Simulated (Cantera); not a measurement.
Input: 1 mol H2O, 13 mol H2, held at 0.100 bar.

Method: chemical equilibrium by Gibbs-energy minimisation in Cantera with the NASA 1993 tables (ideal gas, pure condensed phases). Candidate condensed phases: H2O; 22 gas species. Ions and electrons are included (thermal ionisation). The numbers say what is thermodynamically allowed, not how fast it happens.

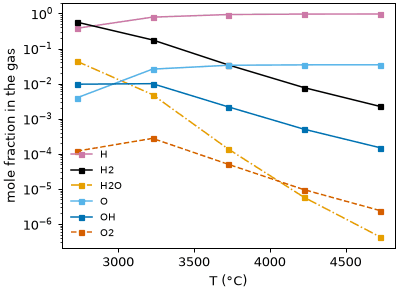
Figure. Equilibrium gas composition (values under 1e-9 drawn at 1e-9)

From 2727 °C to 4727 °C nothing is condensed.
